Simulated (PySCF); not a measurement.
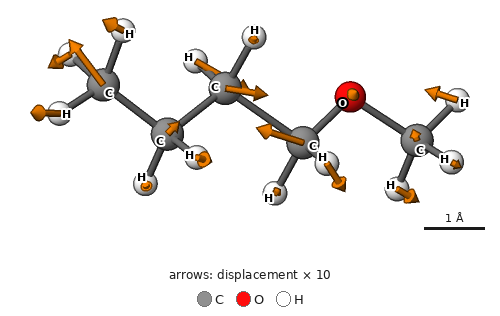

A relaxation of C₅H₁₂O. The starting structure is drawn; orange arrows show the displacements, 10 times their true length. The two geometries are superimposed by the best rigid fit.

A ball-and-stick model, seen at a tilt.

The start comes from MMFF94s. Its atoms were then displaced at random by about 0.03 Å.

Computed with PySCF, PBE0-D3(BJ)/def2-SVP geometry optimisation, gas phase. 

What did the optimiser do to the structure, and how much energy did it gain?

Answer. Over 8 geometry steps the energy falls by 19.2 kcal/mol. The atom that moves furthest after the best rigid fit is an H atom (0.11 Å). By element the largest moves are H 0.11 Å, C 0.10 Å, O 0.03 Å. Some distances before and after: C–C 1.666 → 1.512 Å, C–C 1.424 → 1.520 Å, C–H 1.041 → 1.101 Å, C–O 1.337 → 1.396 Å. Among the angles between lasting bonds that change: C–C–H 101.8° → 110.1°, H–C–H 99.1° → 107.3°, C–C–H 103.2° → 110.1°. The run took 71 s on 1 thread of Arm Neoverse V1, on a shared host.
